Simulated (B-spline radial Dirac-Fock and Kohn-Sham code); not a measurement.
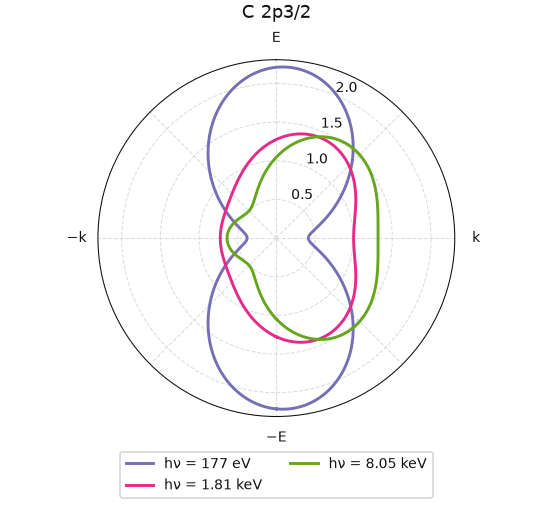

Angular distribution of photoelectrons from L3 (2p3/2) in the plane of the polarisation E (up) and the photon direction k (right), relative to an isotropic one. It refers to the carbon atom. The calculation used a Dirac–Hartree–Slater potential; 1 + βP₂(cos θ) + (δ + γ cos²θ) sin θ cos φ with E1 and E1–E2 terms (a B-spline radial atomic code). Open shells are averaged over j.

Q: Is the pattern at 8.05 keV symmetric between forward and backward?

A: No: 45° forward of E it is 3.1 times the value 45° backward, from the non-dipole terms.

Q: What are β, γ and δ at 8.05 keV?

A: β = 0.047, γ = 0.772, δ = 0.339.
